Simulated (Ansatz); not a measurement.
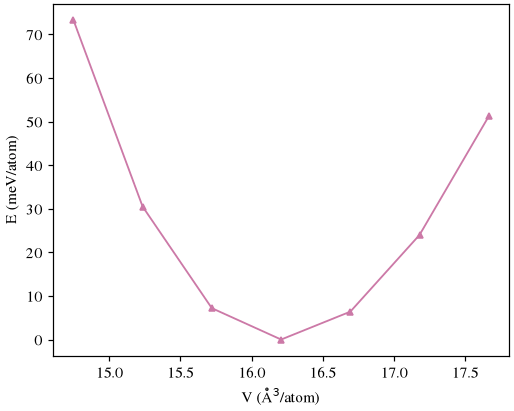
Fig. 1. GeRh (rock salt, Fm-3m) under volume change, plane-wave PAW PBE (Ansatz code), scaled uniformly.

Task: What does a third-order Birch–Murnaghan fit give for V₀, B₀ and B′?

Result: V₀ = 16.21 Å³/atom, B₀ = 148 GPa, B′ = 5.0.

A made-up cell: these elements were put on the sites of a structure type; neither database checked (COD, Materials Project) lists it. COD files the formula under space group No. 62, so this cell is another polymorph or a model. Its standing as an ambient phase is unchecked. The PBE relaxation kept the symmetry of its start; whether a distortion lowers the energy is not shown. No spin polarisation was allowed.

Potentials: the later of the program's two PAW sets.
